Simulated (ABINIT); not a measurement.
## Ba2ScCuO4 (P4/mmm): G0W0 on several meshes in ABINIT

Aim: the GW shift of Ba2ScCuO4 (P4/mmm) against the k mesh.

Method: PBEsol and many-body steps on it, plane waves, in ABINIT 10.8.3.

In doubt: a PseudoDojo file used here is known to give poor structures and forces, which bears on pressures, cells, forces and phonons.

### Step 1. The starting structure

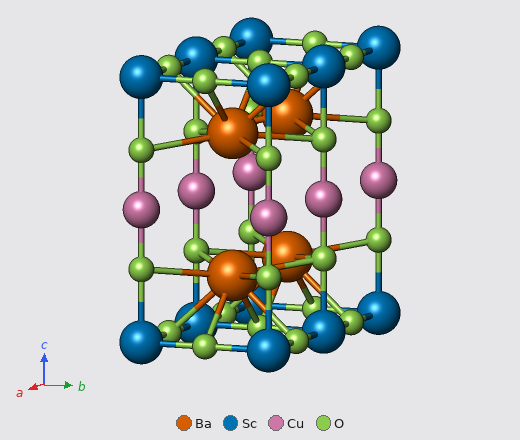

The cell as given, slightly off an axis (barium orange, scandium blue, copper pink, oxygen green). 2×1×1 cells are drawn. Some periodic images of atoms are drawn too.

The cell and positions are those that the Materials Project relaxed with its own functionals (PBE, PBE+U or r2SCAN), kept fixed. Spin-orbit coupling is left out unless a step names it.

### Step 2. Empty states on the mesh, 2×2×1 mesh, 292 bands

This step: ABINIT 10.8.3; DFT, PBEsol, plane waves, norm-conserving pseudopotentials.

The sums over transitions need many empty states on a uniform mesh; this step solves for them.

Input file run.abi:

```
acell 3*1.0 Angstrom
rprim 
  4.176956000000 0.000000000000 0.000000000000
  0.000000000000 4.176956000000 0.000000000000
  0.000000000000 0.000000000000 8.078857000000
ntypat 4
znucl 56 21 29 8
natom 8
typat 1 1 2 3 4 4 4 4
xred 
  0.500000000000 0.500000000000 0.767977000000
  0.500000000000 0.500000000000 0.232023000000
  0.000000000000 0.000000000000 0.000000000000
  0.000000000000 0.000000000000 0.500000000000
  0.000000000000 0.500000000000 0.000000000000
  0.500000000000 0.000000000000 0.000000000000
  0.000000000000 0.000000000000 0.724671000000
  0.000000000000 0.000000000000 0.275329000000
pp_dirpath "pseudos"
pseudos "Ba.upf, Sc.upf, Cu.upf, O.upf"
ecut 42
ngkpt 2 2 1
nshiftk 1
shiftk 0 0 0
kptopt 1
chksymbreak 0
iscf -2
irdden 1
istwfk *1
nband 292
nbdbuf 26
tolwfr 1e-09
nstep 60
prtvol 0
indata_prefix "in"
outdata_prefix "out"
tmpdata_prefix "tmp"
```

On the command line:

```console
$ OMP_NUM_THREADS=1 mpirun -n 4 abinit run.abi > log
```

Numbers of over 12 decimals in the logs are rounded to 6 here.

Output:

```text
.Version 10.8.3 of ABINIT. v10.8.2 released Aug 2026.

 Symmetries : space group P4/m m m (#123); Bravais tP (primitive tetrag.)
[... echo of the input left out ...]
== DATASET  1 ==================================================================
-   mpi_nproc: 4, omp_nthreads: 1 (-1 if OMP is not activated)
-    --> not optimal distribution: autoparal keyword recommended in input file <--

--- !DatasetInfo
iteration_state: {dtset: 1, }
dimensions: {natom: 8, nkpt: 3, mband: 292, nsppol: 1, nspinor: 1, nspden: 1, mpw: 12409, }
cutoff_energies: {ecut:  42.0, pawecutdg:  -1.0, }
[...]
2.91447    2.91447    2.91450    2.92273    2.92946    2.93156    2.93556    2.94402
   2.94743    2.97019    2.97019    2.98497    2.98499    3.01182    3.01229    3.03818
   3.03826    3.04182    3.04358    3.05081
 prteigrs : prtvol=0 or 1, do not print more k-points.

== END DATASET(S) ==============================================================
================================================================================

 -outvars: echo values of variables after computation  --------
            nband         292
             nkpt           3
          spgroup         123
 [... the other variables as echoed above ...]

 Calculation completed.
```

Elapsed: 2.8 min, on 4 MPI ranks of Arm Neoverse V2, shared host; peak memory 0.55 GiB.

This step gave:

| Property | Result |
| --- | --- |
| gap | 1.956 eV |
| k of the valence top | 0.5, 0.5, 0 |
| k of the conduction bottom | 0.5, 0, 0 |
| least direct gap | 1.995 eV |
| k points computed | 3 |
| lowest point of the top converged band, above the valence top | 70.0048 eV |

On this mesh the gap is 1.956 eV.

The density comes from a self-consistent run that is not shown.

### Step 3. Screening, 2×2×1 mesh, 130 bands, screening to 114.3 eV

The RPA dielectric matrix is built and inverted for each q.

This step: RPA screening on PBEsol, plane waves, norm-conserving pseudopotentials.

run.abi, as its differences from that of step 2:

```diff
@@ -26,10 +26,11 @@
 chksymbreak 0
-iscf -2
-irdden 1
 istwfk *1
-nband 292
-nbdbuf 26
-tolwfr 1e-09
-nstep 60
-prtvol 0
+occopt 1
+irdwfk 1
+optdriver 3
+nband 130
+ecuteps 4.2
+inclvkb 2
+awtr 1
+symchi 1
 indata_prefix "in"
```

Output:

```text
.Version 10.8.3 of ABINIT. v10.8.2 released Aug 2026.

 Symmetries : space group P4/m m m (#123); Bravais tP (primitive tetrag.)
[... echo of the input left out ...]
== DATASET  1 ==================================================================
-   mpi_nproc: 4, omp_nthreads: 1 (-1 if OMP is not activated)

--- !DatasetInfo
iteration_state: {dtset: 1, }
dimensions: {natom: 8, nkpt: 3, mband: 130, nsppol: 1, nspinor: 1, nspden: 1, mpw: 12409, }
cutoff_energies: {ecut:  42.0, pawecutdg:  -1.0, }
electrons: {nelect:   7.40000000E+01, charge:   0.00000000E+00, occopt:   1.00000000E+00, tsmear:   1.00000000E-02, }

 SCREENING: Calculation of the susceptibility and dielectric matrices

 Based on a program developped by R.W. Godby, V. Olevano, G. Onida, and L. Reining.
 Incorporated in ABINIT by V. Olevano, G.-M. Rignanese, and M. Torrent.
.Using double precision arithmetic ; gwpc =  8

[... cell and pseudopotentials left out ...]
--------------------------------------------------------------------------------

 ==== K-mesh for the wavefunctions ====
 Number of points in the irreducible wedge :     3
[... list of points left out ...]
 Together with 16 symmetry operations and time-reversal symmetry
 yields     4 points in the full Brillouin Zone.

 ==== Q-mesh for the screening function ====
 Number of points in the irreducible wedge :     3
[... list of points left out ...]
 Together with 16 symmetry operations and time-reversal symmetry
 yields     4 points in the full Brillouin Zone.

 setmesh: FFT mesh size selected  =    32x   32x   60
          total number of points  =        61440

 vcoul_init : cutoff-mode = AUXILIARY_FUNCTION
 q-points for optical limit:   1
     1)      0.000010    0.000020    0.000030

- screening: taking advantage of time-reversal symmetry
- Maximum band index for partially occupied states nbvw = 37
- Remaining bands to be divided among processors   nbcw = 93
- Number of bands treated by each node ~23

 Number of electrons calculated from density =   74.0000; Expected =   74.0000
 average of density, n =  0.077797
 r_s =    1.4532
 omega_plasma =   26.9053 [eV]

 calculating chi0 at frequencies [eV] :
  1    0.000000E+00    0.000000E+00
  2    0.000000E+00    2.690533E+01

--------------------------------------------------------------------------------
  q-point number  1        q = ( 0.000000, 0.000000, 0.000000) [r.l.u.]
--------------------------------------------------------------------------------
[... chi0 elements left out ...]
 For q-point:  0.000010 0.000020 0.000030
  dielectric constant =   5.1966
  dielectric constant without local fields =   5.8361

  Average fulfillment of the sum rule on Im[epsilon] for q-point    1 :     47.17  [%]
[... wings left out ...]
  q-point number  2        q = ( 0.500000, 0.000000, 0.000000) [r.l.u.]
--------------------------------------------------------------------------------
[... chi0 elements left out ...]
  Average fulfillment of the sum rule on Im[epsilon] for q-point    2 :     49.43  [%]

 [... 1 further q-points ...]
```

It took 39 s on 4 MPI ranks; peak memory 1.6 GiB; 2.6 min of CPU time.

Numbers from this step:

- ε∞ with local fields, on this mesh, along the program's q direction: 5.197
- the same without local fields: 5.836
- plasma frequency: 26.91 eV
- plane waves in the screening matrix: 379

Local fields lower ε∞ by 11 %. On a Γ-centred mesh this coarse the value itself is usually too large, while a short band sum pulls it down.

### Step 4. 2×2×1

The self-energy is evaluated for the states that the input lists, and the levels follow from it, in one-shot runs by the linearised quasiparticle equation.

This step: G0W0 on PBEsol, plane waves, norm-conserving pseudopotentials.

run.abi, as its differences from that of step 3:

```diff
@@ -29,8 +29,19 @@
 irdwfk 1
-optdriver 3
+optdriver 4
 nband 130
+gwcalctyp 0
+ecutsigx 42
+symsigma 1
+nkptgw 3
+kptgw 
+  0.5000000000 0.5000000000 0.0000000000
+  0.5000000000 0.0000000000 0.0000000000
+  0.0000000000 0.0000000000 0.0000000000
+bdgw 
+  36 39
+  36 39
+  36 39
 ecuteps 4.2
-inclvkb 2
-awtr 1
-symchi 1
+irdscr 1
+ppmodel 1
 indata_prefix "in"
```

Output:

```text
.Version 10.8.3 of ABINIT. v10.8.2 released Aug 2026.

 Symmetries : space group P4/m m m (#123); Bravais tP (primitive tetrag.)
[... echo of the input left out ...]
== DATASET  1 ==================================================================
-   mpi_nproc: 4, omp_nthreads: 1 (-1 if OMP is not activated)

--- !DatasetInfo
iteration_state: {dtset: 1, }
dimensions: {natom: 8, nkpt: 3, mband: 130, nsppol: 1, nspinor: 1, nspden: 1, mpw: 12409, }
cutoff_energies: {ecut:  42.0, pawecutdg:  -1.0, }
electrons: {nelect:   7.40000000E+01, charge:   0.00000000E+00, occopt:   1.00000000E+00, tsmear:   1.00000000E-02, }

 SIGMA: Calculation of the GW corrections

 Based on a program developped by R.W. Godby, V. Olevano, G. Onida, and L. Reining.
 Incorporated in ABINIT by V. Olevano, G.-M. Rignanese, and M. Torrent.
.Using double precision arithmetic ; gwpc =  8

[... cell and pseudopotentials left out ...]
--------------------------------------------------------------------------------

 ==== K-mesh for the wavefunctions ====
 Number of points in the irreducible wedge :     3
[... list of points left out ...]
 Together with 16 symmetry operations and time-reversal symmetry
 yields     4 points in the full Brillouin Zone.

 ==== Q-mesh for screening function ====
 Number of points in the irreducible wedge :     3
[... list of points left out ...]
 Together with 16 symmetry operations and time-reversal symmetry
 yields     4 points in the full Brillouin Zone.

 vcoul_init : cutoff-mode = AUXILIARY_FUNCTION
 q-points for optical limit:   1
     1)      0.000010    0.000020    0.000030
 setmesh: FFT mesh size selected  =    48x   48x   90
          total number of points  =       207360

 Number of electrons calculated from density =   74.0000; Expected =   74.0000
 average of density, n =  0.077797
 r_s =    1.4532
 omega_plasma =   26.9053 [eV]

 === KS Band Gaps ===
  >>>> For spin  1
   Minimum direct gap =   1.9952 [eV], located at k-point      :   0.5000  0.0000  0.0000
   Fundamental gap    =   1.9562 [eV], Top of valence bands at :   0.5000  0.5000  0.0000
                                       Bottom of conduction at :   0.5000  0.0000  0.0000
 SIGMA fundamental parameters:
 PLASMON POLE MODEL  1
 number of plane-waves for SigmaX                12409
 number of plane-waves for SigmaC and W            379
 number of plane-waves for wavefunctions         12409
 number of bands                                   130
 number of independent spin polarizations            1
 number of spinorial components                      1
 number of k-points in IBZ                           3
 number of q-points in IBZ                           3
 number of symmetry operations                      16
 number of k-points in BZ                            4
 number of q-points in BZ                            4
 number of frequencies for dSigma/dE                 9
 frequency step for dSigma/dE [eV]                0.25
 number of omega for Sigma on real axis              0
 max omega for Sigma on real axis  [eV]           0.00
 zcut for avoiding poles [eV]                     0.10

 EPSILON^-1 parameters (SCR file):
 dimension of the eps^-1 matrix on file            379
 dimension of the eps^-1 matrix used               379
 number of plane-waves for wavefunctions         12409
 number of bands                                   130
 number of q-points in IBZ                           3
 number of frequencies                               2
 number of real frequencies                          1
 number of imag frequencies                          1

 matrix elements of self-energy operator (all in [eV])

 Perturbative Calculation

--- !SelfEnergy_ee
iteration_state: {dtset: 1, }
kpoint     : [   0.500,    0.500,    0.000, ]
spin       : 1
KS_gap     :    2.491
QP_gap     :    3.382
Delta_QP_KS:    0.892
data: !SigmaeeData |
     Band     E0 <VxcDFT>   SigX SigC(E0)      Z dSigC/dE  Sig(E)    E-E0       E
       36   5.325 -25.764 -32.578   6.632   0.736  -0.358 -25.898  -0.133   5.192
       37   5.325 -25.764 -32.578   6.632   0.736  -0.358 -25.898  -0.133   5.192
       38   7.816 -10.010  -5.947  -3.143   0.824  -0.213  -9.252   0.759   8.574
       39   7.816 -10.010  -5.947  -3.143   0.824  -0.213  -9.252   0.759   8.574

--- !SelfEnergy_ee
iteration_state: {dtset: 1, }
kpoint     : [   0.500,    0.000,    0.000, ]
spin       : 1
KS_gap     :    1.995
QP_gap     :    2.764
Delta_QP_KS:    0.769
data: !SigmaeeData |
     Band     E0 <VxcDFT>   SigX SigC(E0)      Z dSigC/dE  Sig(E)    E-E0       E
       36   4.822 -26.669 -33.888   6.932   0.733  -0.365 -26.879  -0.210   4.612
       37   5.286 -25.135 -31.781   6.483   0.738  -0.355 -25.255  -0.120   5.166
[...]
--- !SelfEnergy_ee
iteration_state: {dtset: 1, }
kpoint     : [   0.000,    0.000,    0.000, ]
spin       : 1
KS_gap     :    2.402
QP_gap     :    3.745
Delta_QP_KS:    1.343
data: !SigmaeeData |
     Band     E0 <VxcDFT>   SigX SigC(E0)      Z dSigC/dE  Sig(E)    E-E0       E
[...]
37   5.102 -25.786 -32.614   6.627   0.736  -0.359 -25.933  -0.148   4.954
       38   7.504 -19.036 -15.069  -2.456   0.791  -0.265 -17.841   1.195   8.699
       39   8.620 -15.445  -8.319  -4.525   0.799  -0.251 -13.366   2.079  10.699

 New Fermi energy :        2.411143E-01 Ha ,    6.561054E+00 eV

 === QP Band Gaps ===
  >>>> For spin  1
   Minimum direct gap =   2.7644 [eV], located at k-point      :   0.5000  0.0000  0.0000
   Fundamental gap    =   2.7385 [eV], Top of valence bands at :   0.5000  0.5000  0.0000
                                       Bottom of conduction at :   0.5000  0.0000  0.0000

== END DATASET(S) ==============================================================
================================================================================

 -outvars: echo values of variables after computation  --------
           etotal      0.0000000000E+00
            nband         130
             nkpt           3
          spgroup         123
 [... the other variables as echoed above ...]

 Calculation completed.
```

Elapsed: 14 s, on 4 MPI ranks; peak memory 1 GiB.

Numbers from this step:

| Quantity | Value |
| --- | --- |
| G0W0 gap on the points computed | 2.738 eV |
| starting gap on the mesh | 1.956 eV |
| k of the valence top | 0.5, 0.5, 0 |
| k of the conduction bottom | 0.5, 0, 0 |
| Z at the valence top | 0.736 |
| Z at the conduction bottom | 0.826 |
| least direct G0W0 gap on the computed points | 2.764 eV |

The gap on the mesh goes from 1.96 eV to 2.74 eV, a correction of +0.78 eV.

### Step 5. Empty states on the mesh, 4×4×2 mesh, 142 bands

This step: DFT, PBEsol, plane waves, norm-conserving pseudopotentials.

run.abi, as its differences from that of step 4:

```diff
@@ -21,3 +21,3 @@
 ecut 42
-ngkpt 2 2 1
+ngkpt 4 4 2
 nshiftk 1
@@ -26,22 +26,10 @@
 chksymbreak 0
+iscf -2
+irdden 1
 istwfk *1
-occopt 1
-irdwfk 1
-optdriver 4
-nband 130
-gwcalctyp 0
-ecutsigx 42
-symsigma 1
-nkptgw 3
-kptgw 
-  0.5000000000 0.5000000000 0.0000000000
-  0.5000000000 0.0000000000 0.0000000000
-  0.0000000000 0.0000000000 0.0000000000
-bdgw 
-  36 39
-  36 39
-  36 39
-ecuteps 4.2
-irdscr 1
-ppmodel 1
+nband 142
+nbdbuf 12
+tolwfr 1e-09
+nstep 60
+prtvol 0
 indata_prefix "in"
```

Output:

```text
.Version 10.8.3 of ABINIT. v10.8.2 released Aug 2026.

 Symmetries : space group P4/m m m (#123); Bravais tP (primitive tetrag.)
[... echo of the input left out ...]
== DATASET  1 ==================================================================
-   mpi_nproc: 4, omp_nthreads: 1 (-1 if OMP is not activated)

--- !DatasetInfo
iteration_state: {dtset: 1, }
dimensions: {natom: 8, nkpt: 12, mband: 142, nsppol: 1, nspinor: 1, nspden: 1, mpw: 12444, }
cutoff_energies: {ecut:  42.0, pawecutdg:  -1.0, }
[...]
1.45243    1.46300    1.46300    1.46366    1.48024    1.52088    1.52088    1.52884
   1.54409    1.56238    1.56238    1.56684    1.57720    1.58187    1.58950    1.58950
   1.59901    1.60842    1.60852    1.62765    1.65494    1.66500
 prteigrs : prtvol=0 or 1, do not print more k-points.

== END DATASET(S) ==============================================================
================================================================================

 -outvars: echo values of variables after computation  --------
            nband         142
             nkpt          12
          spgroup         123
 [... the other variables as echoed above ...]

 Calculation completed.
```

Wall time 2.7 min (4 MPI ranks); peak memory 0.75 GiB.

Numbers from this step:

| Item | Value |
| --- | --- |
| gap | 1.933 eV |
| k of the valence top | 0, 0, 0.5 |
| k of the conduction bottom | 0.5, 0, 0 |
| least direct gap | 1.995 eV |
| k points computed | 12 |
| lowest point of the top converged band, above the valence top | 36.33 eV |

On this mesh the gap is 1.933 eV.

### Step 6. Screening, 4×4×2 mesh, 130 bands, screening to 114.3 eV

This step: RPA screening on PBEsol, plane waves, norm-conserving pseudopotentials.

run.abi, as its differences from that of step 5:

```diff
@@ -26,10 +26,11 @@
 chksymbreak 0
-iscf -2
-irdden 1
 istwfk *1
-nband 142
-nbdbuf 12
-tolwfr 1e-09
-nstep 60
-prtvol 0
+occopt 1
+irdwfk 1
+optdriver 3
+nband 130
+ecuteps 4.2
+inclvkb 2
+awtr 1
+symchi 1
 indata_prefix "in"
```

Output:

```text
.Version 10.8.3 of ABINIT. v10.8.2 released Aug 2026.

 Symmetries : space group P4/m m m (#123); Bravais tP (primitive tetrag.)
[... echo of the input left out ...]
== DATASET  1 ==================================================================
-   mpi_nproc: 4, omp_nthreads: 1 (-1 if OMP is not activated)

--- !DatasetInfo
iteration_state: {dtset: 1, }
dimensions: {natom: 8, nkpt: 12, mband: 130, nsppol: 1, nspinor: 1, nspden: 1, mpw: 12444, }
cutoff_energies: {ecut:  42.0, pawecutdg:  -1.0, }
electrons: {nelect:   7.40000000E+01, charge:   0.00000000E+00, occopt:   1.00000000E+00, tsmear:   1.00000000E-02, }

 SCREENING: Calculation of the susceptibility and dielectric matrices

 Based on a program developped by R.W. Godby, V. Olevano, G. Onida, and L. Reining.
 Incorporated in ABINIT by V. Olevano, G.-M. Rignanese, and M. Torrent.
.Using double precision arithmetic ; gwpc =  8

[... cell and pseudopotentials left out ...]
--------------------------------------------------------------------------------

 ==== K-mesh for the wavefunctions ====
 Number of points in the irreducible wedge :    12
[... list of points left out ...]
 Together with 16 symmetry operations and time-reversal symmetry
 yields    32 points in the full Brillouin Zone.

 ==== Q-mesh for the screening function ====
 Number of points in the irreducible wedge :    12
[... list of points left out ...]
 Together with 16 symmetry operations and time-reversal symmetry
 yields    32 points in the full Brillouin Zone.

 setmesh: FFT mesh size selected  =    32x   32x   60
          total number of points  =        61440

 vcoul_init : cutoff-mode = AUXILIARY_FUNCTION
 q-points for optical limit:   1
     1)      0.000010    0.000020    0.000030

- screening: taking advantage of time-reversal symmetry
- Maximum band index for partially occupied states nbvw = 37
- Remaining bands to be divided among processors   nbcw = 93
- Number of bands treated by each node ~23

 Number of electrons calculated from density =   74.0000; Expected =   74.0000
 average of density, n =  0.077797
 r_s =    1.4532
 omega_plasma =   26.9053 [eV]

 calculating chi0 at frequencies [eV] :
  1    0.000000E+00    0.000000E+00
  2    0.000000E+00    2.690533E+01

--------------------------------------------------------------------------------
  q-point number  1        q = ( 0.000000, 0.000000, 0.000000) [r.l.u.]
--------------------------------------------------------------------------------
[... chi0 elements left out ...]
 For q-point:  0.000010 0.000020 0.000030
  dielectric constant =   4.6433
  dielectric constant without local fields =   5.1901

  Average fulfillment of the sum rule on Im[epsilon] for q-point    1 :     47.01  [%]
[... wings left out ...]
  q-point number  2        q = ( 0.250000, 0.000000, 0.000000) [r.l.u.]
--------------------------------------------------------------------------------
[... chi0 elements left out ...]
  Average fulfillment of the sum rule on Im[epsilon] for q-point    2 :     53.84  [%]

 [... 10 further q-points ...]
```

Wall time 5.5 min (4 MPI ranks); peak memory 4 GiB; 22 min of CPU time.

This step gave:

* ε∞ with local fields, on this mesh, along the program's q direction: 4.643
* the same without local fields: 5.190
* plasma frequency: 26.91 eV
* plane waves in the screening matrix: 379

(Part 1 of 2 ends here.)

[Paths, hosts, dates, memory and timing lines, banners, echoed tables and standing remarks are left out of the program output.]

[Logs are printed without paths, hosts, clocks, repeated set-up lines and the standing remarks that a program may print on its own settings, such as how far it seeks lower states.]

[Runs of the session that timed out or met a known fault of the program may be left out.]

[Hosts, paths, dates, database ids (printed as entryN), source tags and the programs' standing remarks are cut or masked in the printed files.]

[G0W0 gaps are taken among the corrected bands and points alone; a level outside them can change the order at an edge.]

[Where Ansatz stands beside ABINIT at settings called matched, ABINIT's density can come from a denser mesh and the files from another edition; pairs whose starting gaps differed by over 0.03 eV were left out, so agreement reads better than it is.]
